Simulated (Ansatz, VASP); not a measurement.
**Cross-check of ZnCdSO between VASP and Ansatz**

One calculation is typed for both programs; each brings its own data sets and cutoff. How far apart do they land? The cell is invented: As first built, before any earlier steps moved the atoms: it takes the ZnCdSeS structure with some of its atoms replaced by other elements, volume scaled by an estimate. It may not be a known or stable phase. The cell is taken from a series of runs on this material, whose earlier steps may have relaxed or scaled it; both programs get it as it stands.

Method: plane waves, with VASP 6.6.1 beside it; single point at r2SCAN, in Ansatz 0.2.0.

## 1. Starting point

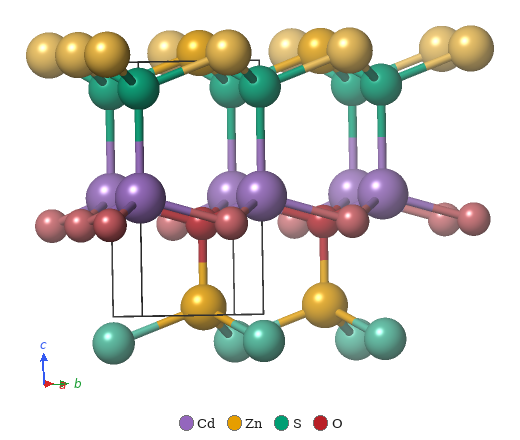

Start, viewed slightly off an axis; cadmium purple, zinc orange, sulfur teal, oxygen red. 1×2×1 cells are drawn. Some periodic images of atoms are drawn too.

Structure file:

```xyz
4
Lattice="3.7105 0.0000 0.0000 -1.8552 3.2134 0.0000 0.0000 0.0000 5.9153" Properties=species:S:1:pos:R:3 pbc="T T T"
Cd    0.0000    0.0000    2.7532
Zn    0.0000    2.1423    0.1862
S     0.0000    0.0000    5.2938
O     0.0000    2.1423    2.1304
```

## 2. VASP: single point, r2SCAN

A single point gives forces, pressure and levels at one fixed geometry, so differences don't come from the geometry; what else differs is listed under the comparison.

Lines of VASP's logs that name or quote its potential files are left out, and so is its time.

Input file INCAR:

```
SYSTEM = ZnCdSO
PREC = Accurate
ENCUT = 670
EDIFF = 1E-06
NELM = 100
ISMEAR = 0
SIGMA = 0.05
LREAL = .FALSE.
ALGO = Normal
METAGGA = R2SCAN
LASPH = .TRUE.
NBANDS = 32
LORBIT = 11
LWAVE = .FALSE.
LCHARG = .FALSE.
KPAR = 2
ISIF = 2
```

Input file POSCAR:

```
ZnCdSO
1.0
    3.7104995971      0.0000000000      0.0000000000
   -1.8552497986      3.2133871636      0.0000000000
    0.0000000000      0.0000000000      5.9153078092
Cd Zn S O
1 1 1 1
Direct
    0.0000000000      0.0000000000      0.4654295487
    0.3333333300      0.6666666700      0.0314759406
    0.0000000000      0.0000000000      0.8949359676
    0.3333333300      0.6666666700      0.3601585432
```

Input file KPOINTS:

```
Automatic mesh
0
Gamma
7 7 4
0 0 0
```

Potentials, in the order of the species: Cd_sv_GW, Zn_sv_GW, S_GW and O_GW (PBE family, release 64).

Command:

```console
$ mpirun -np 2 vasp_std
```

Numbers of over 12 decimals in the logs are rounded to 6 here.

The program printed:

```text
[banner, memory and clock lines left out]
running    2 mpi-ranks, on    1 nodes
 distrk:  each k-point on    1 cores,    2 groups
 distr:  one band on    1 cores,    1 groups

 POSCAR found type information on POSCAR CdZnS O
 POSCAR found :  4 types and       4 ions
|                                                                             |
|               ----> ADVICE to this user running VASP <----                  |
|                                                                             |
|     You enforced a specific xc type in the INCAR file but a different       |
|     [... a line on the potential file left out ...]
|     I HOPE YOU KNOW WHAT YOU ARE DOING!                                     |
|                                                                             |

 LDA part: xc-table for (None), standard interpolation
 POSCAR, INCAR and KPOINTS ok, starting setup
 FFT: planning ... GRIDC
 FFT: planning ... GRID_SOFT
 FFT: planning ... GRID
 WAVECAR not read
 entering main loop
       N       E                     dE             d eps       ncg     rms          rms(c)
DAV:   1     0.971310679231E+03    0.97131E+03   -0.36270E+04  2920   0.808E+03
DAV:   2     0.694498743046E+02   -0.90186E+03   -0.86593E+03  2688   0.200E+03
DAV:   3    -0.558128321759E+02   -0.12526E+03   -0.12384E+03  3464   0.539E+02
DAV:   4    -0.626744547730E+02   -0.68616E+01   -0.68294E+01  3192   0.112E+02
DAV:   5    -0.630559308696E+02   -0.38148E+00   -0.38109E+00  2984   0.249E+01    0.189E+01
DAV:   6    -0.474461768547E+02    0.15610E+02   -0.11297E+01  3088   0.250E+02    0.129E+01
DAV:   7    -0.475068771395E+02   -0.60700E-01   -0.38818E+00  2896   0.110E+02    0.848E+00
DAV:   8    -0.475398735328E+02   -0.32996E-01   -0.76819E-01  3128   0.567E+01    0.209E+00
DAV:   9    -0.475221883978E+02    0.17685E-01   -0.18966E-01  2680   0.337E+01    0.505E-01
DAV:  10    -0.475211403286E+02    0.10481E-02   -0.74812E-02  3176   0.919E+00    0.635E-01
DAV:  11    -0.475194433073E+02    0.16970E-02   -0.10012E-02  3248   0.205E+00    0.239E-01
DAV:  12    -0.475192531277E+02    0.19018E-03   -0.26956E-03  3288   0.107E+00    0.539E-02
DAV:  13    -0.475193565443E+02   -0.10342E-03   -0.24072E-04  3240   0.288E-01    0.513E-02
DAV:  14    -0.475193546783E+02    0.18661E-05   -0.62639E-05  3384   0.304E-01    0.851E-03
DAV:  15    -0.475193552277E+02   -0.54947E-06   -0.22263E-05  2800   0.843E-02    0.129E-02
DAV:  16    -0.475193545777E+02    0.65004E-06   -0.19709E-06  1760   0.398E-02
   1 F= -.47519355E+02 E0= -.47519355E+02  d E =-.553158E-20
```

OUTCAR, selected parts (step 2):

```text
ion  position               nearest neighbor table
   1  0.000  0.000  0.465-   4 2.23   4 2.23   4 2.23
   2  0.333  0.667  0.031-   4 1.94   3 2.29   3 2.29   3 2.29
   3  0.000  0.000  0.895-   2 2.29   2 2.29   2 2.29
   4  0.333  0.667  0.360-   2 1.94   1 2.23   1 2.23   1 2.23

  LATTYP: Found a hexagonal cell.
 ALAT       =     3.7104995971
 C/A-ratio  =     1.5942079104

 Subroutine GETGRP returns: Found  6 space group operations
 (whereof  6 operations were pure point group operations)

The static configuration has the point symmetry C_3v.

 Found     28 irreducible k-points:

   k-points           NKPTS =     28   k-points in BZ     NKDIM =     28   number of bands    NBANDS=     32

   dimension x,y,z NGX =    32 NGY =   32 NGZ =   50
   dimension x,y,z NGXF=    64 NGYF=   64 NGZF=  100

   ENCUT  =  670.0 eV  49.24 Ry    7.02 a.u.   7.83  7.83 12.48*2*pi/ulx,y,z

   NELECT =      52.0000    total number of electrons

 k-points in reciprocal lattice and weights: Automatic mesh
   0.00000000  0.00000000  0.00000000       0.005
   0.14285714 -0.00000000  0.00000000       0.031
   0.28571429 -0.00000000  0.00000000       0.031
   0.42857143 -0.00000000  0.00000000       0.031
   0.14285714  0.14285714  0.00000000       0.031
   0.28571429  0.14285714  0.00000000       0.061
   0.42857143  0.14285714  0.00000000       0.031
   0.28571429  0.28571429  0.00000000       0.031
   0.00000000  0.00000000  0.25000000       0.010
[...]
0.42857143  0.14285714  0.50000000       0.031
   0.28571429  0.28571429  0.50000000       0.031

 average (electrostatic) potential at core
       1 -96.3819       2 -84.5716       3 -93.3329       4 -74.6695

 E-fermi :   3.5021

 k-point     1 :       0.0000    0.0000    0.0000
  band No.  band energies     occupation
    ...
     22       1.8499      2.00000
     23       1.8499      2.00000
     24       2.6499      2.00000
     25       3.1772      2.00000
     26       3.1772      2.00000
     27       3.8096      0.00000
     28       7.6505      0.00000
     29      11.0105      0.00000
     30      11.0105      0.00000
     31      11.6056      0.00000
    ...

 k-point     2 :       0.1429   -0.0000    0.0000
  band No.  band energies     occupation
    ...
     22       1.1667      2.00000
     23       1.6297      2.00000
     24       2.1043      2.00000
     25       2.5371      2.00000
     26       2.9648      2.00000
     27       4.6769      0.00000
     28       8.5177      0.00000
     29      10.4909      0.00000
     30      11.3705      0.00000
     31      11.5944      0.00000
    ...

 k-point     3 :       0.2857   -0.0000    0.0000
  band No.  band energies     occupation
    ...
     22      -0.0885      2.00000
     23       0.7818      2.00000
     24       1.1317      2.00000
     25       2.1415      2.00000
     26       2.5447      2.00000
     27       6.0526      0.00000
     28       8.5670      0.00000
     29       9.9129      0.00000
     30      11.1175      0.00000
     31      12.4476      0.00000
    ...

  Total        0.5224114      0.5224115      0.5817456     -0.0000000     -0.0000000     -0.0000000
  in kB       11.8672589     11.8672608     13.2151126     -0.0000000     -0.0000000     -0.0000000
  external PRESSURE =      12.3165441 kB  Pullay stress =       0.0000000 kB

  energy-cutoff  :      670.00
  volume of cell :       70.53
      direct lattice vectors                 reciprocal lattice vectors
     3.710499597  0.000000000  0.000000000     0.269505487  0.155599053  0.000000000
    -1.855249799  3.213387164  0.000000000     0.000000000  0.311198106  0.000000000
     0.000000000  0.000000000  5.915307809     0.000000000  0.000000000  0.169052910

 POSITION                                       TOTAL-FORCE (eV/Angst)
 -----------------------------------------------------------------------------------
      0.00000      0.00000      2.75316        -0.000000     -0.000000     -0.003943
     -0.00000      2.14226      0.18619        -0.000000      0.000000     -0.053712
      0.00000      0.00000      5.29382         0.000000     -0.000000     -0.057704
     -0.00000      2.14226      2.13045         0.000000     -0.000000      0.115359
 -----------------------------------------------------------------------------------
    total drift:                                0.000101     -0.000073     -0.030206

  FREE ENERGIE OF THE ION-ELECTRON SYSTEM (eV)
  ---------------------------------------------------
  free  energy   TOTEN  =       -47.5193545777 eV

  energy  without entropy=      -47.5193545777  energy(sigma->0) =      -47.51935458

 total charge
# of ion       s       p       d       f       tot
--------------------------------------------------
    1        2.207   6.163   9.257   0.011  17.639
    2        2.264   6.217   9.484   0.005  17.970
    3        1.275   2.443   0.036   0.000   3.754
    4        1.535   3.383   0.000   0.000   4.918
--------------------------------------------------
tot          7.282  18.207  18.776   0.016  44.281

[... 3 further parts left out ...]
```

The run ends at a pressure of 1.23 GPa, with forces up to 0.12 eV/Å.

## 3. Ansatz: single point, r2SCAN

Ansatz runs on its default PAW (the set named soft_2) files.

The same cell, functional, mesh and smearing now go to Ansatz, which takes its cutoff from its data sets.

Input file input.yaml:

```yaml
crystal:
  lattice:
    - [3.7104995971, 0.0, 0.0]
    - [-1.8552497986, 3.2133871636, 0.0]
    - [0.0, 0.0, 5.9153078092]
  atoms:
    - { symbol: Cd, position: [0.0, 0.0, 0.4654295487] }
    - { symbol: Zn, position: [0.33333333, 0.66666667, 0.0314759406] }
    - { symbol: S, position: [0.0, 0.0, 0.8949359676] }
    - { symbol: O, position: [0.33333333, 0.66666667, 0.3601585432] }
hamiltonian:
  xc: r2scan
  pseudopotentials: { kind: paw }
kpoints:
  mp_grid: { grid: [7, 7, 4] }
scf:
  occupations: { method: gaussian, width: 0.05 }
  n_extra_bands: 5
output:
  forces: true
  stress: true
  eigenvalues: true
```

Command:

```console
$ ansatz run input.yaml --threads 2 --pin off --max-ram 4608MiB --backend cpu --events-out ev --progress --plain --runs-dir out
```

The program printed:

```text
scf.n_extra_bands = 5 over 22 filled bands (N_el = 44.0): the run solves 27 bands
Engine: ansatz 0.2.0, x86_64-unknown-linux-gnu
Pseudopotentials: kind: paw
Pseudopotential: Cd, paw, valence charge 20, recommended cutoff 500 eV (meta_gga), Cd.paw.azcp
Pseudopotential: Zn, paw, valence charge 12, recommended cutoff 500 eV (meta_gga), Zn.paw.azcp
Pseudopotential: S, paw, valence charge 6, recommended cutoff 500 eV (meta_gga), S.paw.azcp
Pseudopotential: O, paw, valence charge 6, recommended cutoff 500 eV (meta_gga), O.paw.azcp
Functional definition: r2SCAN
  parameter k0 = 0.174
  parameter k1 = 0.065
  parameter a1 = 4.9479
  exchange = r2scan_x(k0 = k0, k1 = k1, a1 = a1)
  correlation = r2scan_c
Crystal: 4 atoms, lattice volume = 70.530 Å³
Basis set: ecut = 500 eV, 1785 PW (Γ), exchange–correlation on 120×120×180 points (64 copies of the dense FFT grid, shifted against one another)
Bands: 27, of which v1, the nominal top of the filled ones, is band 22 counted from 1 (21 counted from 0)
Symmetry: 6 space group operations
Space group: P3m1 (ITA 156), of the structure as read, at distance tolerance 4.1e-5 Å
k-points: 28 of 196 (time reversal used)
Non-local potential: Cd, projectors of the file, l = 0: 3, l = 1: 2, l = 2: 2, l = 3: 1
Non-local potential: Zn, projectors of the file, l = 0: 2, l = 1: 2, l = 2: 3, l = 3: 1
Non-local potential: S, projectors of the file, l = 0: 2, l = 1: 2, l = 2: 2
Non-local potential: O, projectors of the file, l = 0: 2, l = 1: 2, l = 2: 1
PAW form: soft (Blöchl's): semilocal exchange-correlation on the pseudo side does not see the compensation charge
PAW frozen core: Cd, regenerated for the run's functional (the file was generated under x = pbe(κ = 0.804, μ = 0.219515), c = pbe(β = 0.066725))
PAW frozen core: Zn, regenerated for the run's functional (the file was generated under x = pbe(κ = 0.804, μ = 0.219515), c = pbe(β = 0.066725))
PAW frozen core: S, regenerated for the run's functional (the file was generated under x = pbe(κ = 0.804, μ = 0.219515), c = pbe(β = 0.066725))
PAW frozen core: O, regenerated for the run's functional (the file was generated under x = pbe(κ = 0.804, μ = 0.219515), c = pbe(β = 0.066725))
PAW one-centre angular grid: Cd, 590 points (default); XC on 160 Gauss nodes
PAW one-centre angular grid: Zn, 590 points (default); XC on 261 of its mesh's 2673 points in the sphere
PAW one-centre angular grid: S, 302 points (default); XC on 160 Gauss nodes
PAW one-centre angular grid: O, 302 points (default); XC on 160 Gauss nodes
Initial density: superposition of atomic densities (neutral atoms: chi_scale 0, normalization atom), corrected by the library's trained network
Initial wavefunctions: pseudopotential atomic-orbital guess
Functional: x = r2scan, c = r2scan; τ floored in thin density (d = 2e-4 eV/Å³)
SCF iter   1: F=—  HF=-13070.064527 eV  |F-HF|=—  |Δ(HF+E_count)|=         —  Δρ=1.43e-2  dr2=9.31e-2  dr2_τ=6.93e-2  ethr=1.77e-3  ⟨swp⟩=5.8  Hψ=3265  notcnv=0
preconditioner: auto → Resta (q_TF=auto, 2.522 Å⁻¹)  ε∞=5.3  [insulator: Δε(μ)=0.671 eV  Ē_g=12.721 eV  σ=0.050 eV  W_gap=1.00  n_scr=22 (ndim 8)  ℏωp=26.5 eV  f_vac=0.086  D(μ)=0.00/eV (n_scr^D=0)  ε∞_Penn≈5.3]
SCF iter   2: F=—  HF=-13070.084419 eV  |F-HF|=—  |Δ(HF+E_count)|=   1.99e-2  Δρ=4.21e-3  dr2=6.70e-3  dr2_τ=1.85e-3  ethr=2.12e-4  ⟨swp⟩=2.0  Hψ=1597  notcnv=0  defer=28
SCF iter   3: F=—  HF=-13070.083053 eV  |F-HF|=—  |Δ(HF+E_count)|=   1.37e-3  Δρ=3.49e-3  dr2=4.77e-3  dr2_τ=2.96e-4  ethr=1.52e-5  ⟨swp⟩=2.0  Hψ=1143  notcnv=0  defer=28
SCF iter   4: F=—  HF=-13070.082839 eV  |F-HF|=—  |Δ(HF+E_count)|=   2.15e-4  Δρ=9.92e-4  dr2=8.10e-4  dr2_τ=7.51e-5  ethr=1.08e-5  ⟨swp⟩=2.0  Hψ=909  notcnv=0  defer=28
SCF iter   5: F=—  HF=-13070.082737 eV  |F-HF|=—  |Δ(HF+E_count)|=   1.02e-4  Δρ=3.12e-4  dr2=9.22e-5  dr2_τ=5.66e-6  ethr=1.84e-6  ⟨swp⟩=2.0  Hψ=1338  notcnv=0  defer=28
SCF iter   6: F=—  HF=-13070.082775 eV  |F-HF|=—  |Δ(HF+E_count)|=   3.76e-5  Δρ=1.34e-4  dr2=2.20e-5  dr2_τ=1.10e-6  ethr=2.10e-7  ⟨swp⟩=2.9  Hψ=1324  notcnv=0  defer=28
SCF iter   7: F=—  HF=-13070.082771 eV  |F-HF|=—  |Δ(HF+E_count)|=   3.25e-6  Δρ=3.67e-5  dr2=1.19e-6  dr2_τ=2.58e-8  ethr=4.99e-8  ⟨swp⟩=2.5  Hψ=1190  notcnv=0  defer=28
SCF iter   8: F=—  HF=-13070.082772 eV  |F-HF|=—  |Δ(HF+E_count)|=   1.75e-7  Δρ=1.72e-5  dr2=2.55e-7  dr2_τ=7.05e-9  ethr=2.71e-9  ⟨swp⟩=2.0  Hψ=1227  notcnv=0  defer=28
SCF iter   9: F=-13070.082771 eV  HF=-13070.082771 eV  |F-HF|=1.38e-9  |Δ(HF+E_count)|=   3.65e-8  Δρ=4.89e-6  dr2=1.70e-8  dr2_τ=1.01e-9  ethr=2.27e-10  ⟨swp⟩=8.4  Hψ=3320  notcnv=0
SCF 1 converged in 9 iterations: F = -13070.082771 eV  dr2 = 1.70e-8
  greatest PAW one-centre occupation: 1.002 electrons in one spin orbital (limit 2), on the Cd atom at site 0 (counted from 0), in its partial waves of l = 1
SCF converged after 9 iterations
Free energy (F): -13070.082771 eV
Harris-Foulkes:  -13070.082771 eV  (|F-HF|=1.38e-9)
Internal energy: -13070.082771 eV  (E = F + TS)
E sigma→0 (E₀):  -13070.082771 eV
Fermi energy:    7.764050 eV
--- Per-component energies (eV) ---
  E_band       = -489.098503
  E_kinetic    = 919.190786
  E_local      = -6106.189012  (includes V_loc(G=0)·N_el)
  E_nonlocal   = 731.127921
  E_hartree    = 2725.559090
  E_xc         = -457.355064
  E_vxc        = -499.400621  (∫ρ·V_xc dr)
  E_paw        = -6727.359858  (= ΣΔE_a)
  E_vpaw       = -1016.278031  (= ΣTr[D̂ρ^β])
  E_aug_tail   = 0.000931  (compensation charges beyond the density's cutoff)
  E_vtau       = 31.331674  (kinetic-family band-sum trace: ∫τ·v_τ [+ j·A + Jᵃ·Aᵃ] dr)
  E_ewald      = -4154.168468
  E_core_change = -0.889097  (= ΣΔE_core)
  E_smearing   = -0.000000  (= −TS)
  E_closure    = -0.000000  (closes the sum)
  Σ components = -13070.082771   (vs F -13070.082771, Δ=0.00e0)
--- Forces (eV/Å), atoms counted from 1 ---
  atom   1  Cd    -0.00000000     0.00000000    -0.00969801
  atom   2  Zn    -0.00000000    -0.00000000    -0.01369677
  atom   3  S      0.00000000     0.00000000    -0.04757520
  atom   4  O     -0.00000000     0.00000000     0.07117820
  max |Σ_I F_I| component: 2.08e-4 eV/Å
--- Stress (GPa, compression-positive) ---
        1.361250       0.000000      -0.000000
        0.000000       1.361250      -0.000000
       -0.000000      -0.000000       1.300099
  P = ⅓ Tr σ = 1.3409 GPa (13.409 kbar)
--- Band table (eV; the first three rows and the last of 28) ---
  k-point 0: bands = [... 18 lower, 6.1230, 6.9229, 7.4488, 7.4488, 8.0766, 11.9169, 15.2789, 15.2789, ... 1 higher]
  k-point 1: bands = [... 18 lower, 6.1818, 6.1818, 7.3951, 7.3951, 9.2434, 11.9185, 14.6909, 15.2727, ... 1 higher]
  k-point 2: bands = [... 18 lower, 6.2466, 6.2466, 7.3353, 7.3353, 10.4162, 11.8196, 13.3933, 15.2729, ... 1 higher]
  k-point 27: bands = [... 18 lower, 4.3177, 4.9588, 5.6023, 6.3933, 12.3216, 13.6295, 13.7854, 14.7623, ... 1 higher]
```

The run ends at a pressure of 1.34 GPa, with forces up to 0.071 eV/Å.

## 4. Comparison

Known differences besides the PAW data sets themselves: VASP keeps PBE cores, Ansatz makes them for the functional; the data sets hold 44 valence electrons in Ansatz (default PAW (the set named soft_2) files) and 52 in VASP; the cutoff is 500 eV in Ansatz and 670 eV in VASP. Total energies have different zeros and are not compared.

Compared:

```
              quantity  Ansatz   VASP  difference
        pressure (GPa)    1.34   1.23       +0.11
gap on the k mesh (eV)   0.628  0.632      -0.005
```

Forces (eV/Å; atoms numbered as in POSCAR):

```
atom        Ansatz x, y, z          VASP x, y, z
 Cd1  0.000, 0.000, -0.010  0.000, 0.000, -0.004
 Zn2  0.000, 0.000, -0.014  0.000, 0.000, -0.054
  S3  0.000, 0.000, -0.048  0.000, 0.000, -0.058
  O4   0.000, 0.000, 0.071   0.000, 0.000, 0.115
```

The forces differ by 18 meV/Å r.m.s., which is 43.4 % of the r.m.s. force of 0.04 eV/Å (both taken over all components). Ansatz's pressure holds a Pulay correction of 0.07 GPa; VASP's holds none.

## 5. Further runs

The difference is large enough to ask for its cause, so further runs change the set-up of one program at a time, as the table lists.

```
                                                                run  r.m.s. force difference (meV/Å)
                                                           as above                               18
VASP with the data sets Cd, Zn, S_h and O_h and a cutoff of 1230 eV                               21
```

## 6. Summary of results

```yaml
r_m_s_force_difference_single_point_r2scan: 18 meV/Å
```

**Reading.** The r.m.s. force difference is 18 meV/Å (single point, r2SCAN), beyond the 12 meV/Å picked in this series as the mark of a large difference. For single point, r2SCAN: no further run halves the r.m.s. force difference. Differences of this kind measure data sets and numerical settings, not the functional's error against experiment.

[Lines on the potential files, build, host, timing and source positions are cut from VASP's logs without a mark.]

[Logs are printed without paths, hosts, clocks, repeated set-up lines and the standing remarks that a program may print on its own settings, such as how far it seeks lower states.]

[Hosts, paths, dates, database ids (printed as entryN), source tags and the programs' standing remarks are cut or masked in the printed files.]
